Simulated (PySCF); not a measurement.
# CH8N2Si2: one change and its effect

System: CH8N2Si2.
Method of the first run: GIAO HF/pcSseg-1 NMR shielding, non-relativistic, gas phase (PySCF 2.14.0).

The geometry comes from this level: PBE0-D3(BJ)/def2-SVP. Text and figures count atoms from 1; the logs count them from 0 in places.

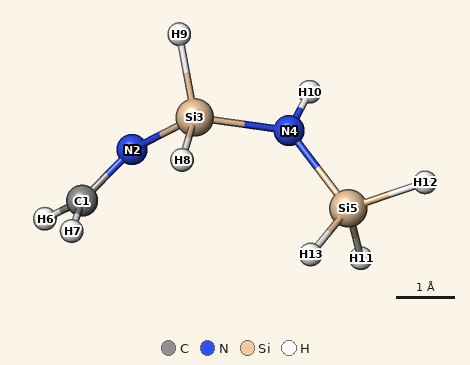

**Figure 1.** The input geometry (ball-and-stick view, seen at a tilt; atoms are numbered from 1 in the order of the input). Bond lengths as drawn: C–H 1.11 Å, C–N 1.26 Å, H–N 1.02 Å, H–Si 1.49 to 1.50 Å and N–Si 1.73 to 1.76 Å.

## The input, the first run
```
{"job": {"kind": "nmr", "xc": "HF", "basis": "pcSseg-1", "pop": false}, "charge": 0, "multiplicity": 1}
C      2.580480    -0.381992    -0.423506
N      1.709485    -0.779973     0.397241
Si     0.475813     0.247767     1.115554
N     -1.114749    -0.328025     0.746002
Si    -2.148989     0.121195    -0.581490
H      3.322256    -1.085797    -0.847515
H      2.676560     0.668252    -0.780827
H      0.581918     1.652797     0.602351
H      0.695235     0.183092     2.587965
H     -1.417917    -1.131379     1.291673
H     -2.224271    -0.926651    -1.648670
H     -3.545062     0.375643    -0.108559
H     -1.584062     1.368262    -1.175402
```

The first line tells a small driver script what to run in PySCF; the rest is the geometry in Å.

Launched with:
```bash
OMP_NUM_THREADS=1 python <driver script> task.json out
```

Hardware: 1 CPU thread, shared host.

## Output (the first run)
```
final grid: 100024 points
cycle   1  E = -729.1909516681  dE =  2.587e-01  |g| = 4.958e-01  |ddm| = 3.123e+00
cycle   2  E = -729.2564445264  dE = -6.549e-02  |g| = 2.606e-01  |ddm| = 5.563e-01
cycle   3  E = -729.2710793388  dE = -1.463e-02  |g| = 7.358e-02  |ddm| = 2.323e-01
cycle   4  E = -729.2729603022  dE = -1.881e-03  |g| = 1.798e-02  |ddm| = 9.333e-02
cycle   5  E = -729.2730840367  dE = -1.237e-04  |g| = 6.045e-03  |ddm| = 2.832e-02
cycle   6  E = -729.2731086838  dE = -2.465e-05  |g| = 3.267e-03  |ddm| = 1.114e-02
cycle   7  E = -729.2731150732  dE = -6.389e-06  |g| = 1.155e-03  |ddm| = 6.076e-03
cycle   8  E = -729.2731159883  dE = -9.151e-07  |g| = 3.141e-04  |ddm| = 2.457e-03
cycle   9  E = -729.2731160441  dE = -5.581e-08  |g| = 7.291e-05  |ddm| = 6.294e-04
cycle  10  E = -729.2731160479  dE = -3.774e-09  |g| = 1.903e-05  |ddm| = 2.002e-04
cycle  11  E = -729.2731160482  dE = -3.458e-10  |g| = 7.067e-06  |ddm| = 5.330e-05
converged SCF energy = -729.2731160482

GIAO shielding tensors (ppm)
atom      isotropic    diamagn.    paramagn.     s11        s22        s33       span
  0 C       21.802     251.772    -229.970    -97.848     26.653    136.602    234.450
  1 N     -171.868     333.367    -505.235   -583.613   -222.706    290.714    874.328
  2 Si     419.709     877.322    -457.613    391.447    422.727    444.953     53.506
  3 N      257.139     328.869     -71.729    231.876    260.880    278.662     46.787
  4 Si     444.664     875.321    -430.657    410.620    424.107    499.265     88.644
  5 H       23.548      27.744      -4.196     22.114     23.231     25.299      3.184
  6 H       23.728      30.722      -6.993     20.859     23.033     27.294      6.435
  7 H       27.419      31.490      -4.072     24.373     26.395     31.488      7.115
  8 H       27.049      29.323      -2.274     23.909     25.055     32.182      8.272
  9 H       31.267      32.010      -0.743     22.538     28.082     43.181     20.643
 10 H       27.470      29.278      -1.808     23.907     25.602     32.900      8.993
 11 H       27.380      28.199      -0.819     23.840     25.454     32.845      9.005
 12 H       27.518      30.210      -2.692     24.290     26.644     31.619      7.329
```

For the second run the input was changed thus:
```diff
-"xc": "HF"
+"xc": "PBE"
```

Predict how the results change.

The total energies belong to different methods, so their difference says nothing on which is more stable or more accurate. The HOMO goes from −10.51 to −5.63 eV. The LUMO goes from 3.21 to −1.99 eV. The dipole moment goes from 0.95 to 0.45 D. Of all shieldings, the largest change is that of Si3, by −64.4 ppm. The method changes from HF to PBE. Exact exchange removes part of the self-interaction error of semilocal functionals, which pushes filled and empty levels apart. The SCF takes 15 iterations against 11.

## Output (the second run)
```
coarse grid: 11424 points
cycle   1  E = -730.7770401496  dE =  2.233e-01  |g| = 6.631e-01  |ddm| = 3.249e+00
cycle   2  E = -730.3656364748  dE =  4.114e-01  |g| = 1.454e+00  |ddm| = 2.127e+00
cycle   3  E = -730.8603310377  dE = -4.947e-01  |g| = 2.346e-01  |ddm| = 1.718e+00
cycle   4  E = -730.8722329987  dE = -1.190e-02  |g| = 9.939e-02  |ddm| = 2.129e-01
cycle   5  E = -730.8742741348  dE = -2.041e-03  |g| = 3.642e-02  |ddm| = 9.514e-02
cycle   6  E = -730.8745584187  dE = -2.843e-04  |g| = 1.046e-02  |ddm| = 4.249e-02
cycle   7  E = -730.8745884512  dE = -3.003e-05  |g| = 1.220e-03  |ddm| = 1.365e-02
cycle   8  E = -730.8745889040  dE = -4.528e-07  |g| = 1.859e-04  |ddm| = 1.961e-03
final grid: 100024 points
cycle   9  E = -730.9061078170  dE = -6.260e-06  |g| = 1.086e-02  |ddm| = 1.983e-02
cycle  10  E = -730.9060332109  dE =  7.461e-05  |g| = 2.119e-02  |ddm| = 2.837e-02
cycle  11  E = -730.9061305488  dE = -9.734e-05  |g| = 3.847e-03  |ddm| = 2.003e-02
cycle  12  E = -730.9061340090  dE = -3.460e-06  |g| = 8.461e-04  |ddm| = 2.711e-03
cycle  13  E = -730.9061341422  dE = -1.331e-07  |g| = 3.369e-04  |ddm| = 8.131e-04
cycle  14  E = -730.9061341681  dE = -2.593e-08  |g| = 3.967e-05  |ddm| = 3.469e-04
cycle  15  E = -730.9061341685  dE = -4.084e-10  |g| = 7.864e-06  |ddm| = 6.059e-05
converged SCF energy = -730.9061341685

GIAO shielding tensors (ppm)
atom      isotropic    diamagn.    paramagn.     s11        s22        s33       span
  0 C        9.215     253.529    -244.314    -78.091     -9.496    115.232    193.323
  1 N     -169.328     331.357    -500.685   -560.976   -206.191    259.182    820.158
  2 Si     355.322     882.263    -526.941    315.141    360.897    389.929     74.788
  3 N      240.626     323.547     -82.922    207.663    246.023    268.191     60.528
  4 Si     387.167     880.029    -492.862    344.543    355.952    461.007    116.464
  5 H       22.732      27.678      -4.946     21.503     23.222     23.470      1.967
  6 H       22.558      30.636      -8.077     20.812     22.330     24.533      3.721
  7 H       26.381      31.149      -4.768     23.404     25.624     30.115      6.712
  8 H       25.821      29.022      -3.201     23.009     23.809     30.644      7.635
  9 H       30.791      31.408      -0.617     22.526     28.483     41.364     18.838
 10 H       26.303      29.005      -2.702     22.624     24.518     31.767      9.143
 11 H       26.262      27.776      -1.514     22.688     24.533     31.566      8.878
 12 H       26.502      30.002      -3.500     23.647     25.594     30.265      6.618
```

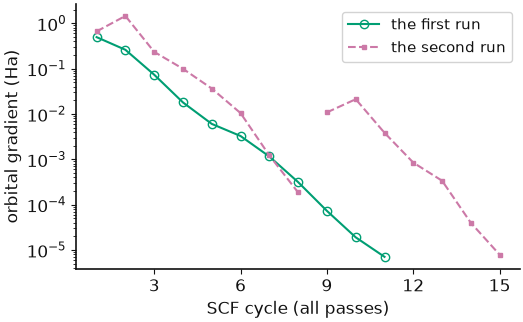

**Figure 2.** Convergence of the two runs: orbital gradient against the SCF cycle. A break in a curve parts two SCF passes (coarse and final grid). The first run takes 11 cycles in all, and the second run takes 15.

## The two runs side by side

```tsv
quantity	the first run	the second run
outcome	converged	converged
total energy (hartree)	−729.273116	−730.906134
HOMO (eV)	−10.51	−5.63
LUMO (eV)	3.21	−1.99
dipole moment (D)	0.95	0.45
shielding of C1 (ppm)	21.8	9.2
shielding of N2 (ppm)	−171.9	−169.3
shielding of Si3 (ppm)	419.7	355.3
shielding of N4 (ppm)	257.1	240.6
shielding of Si5 (ppm)	444.7	387.2
shielding of H7 (ppm)	23.7	22.6
shielding of H9 (ppm)	27.0	25.8
SCF iterations	11	15
basis functions	139	139
wall time (shared host)	5.2 s	14 s
```
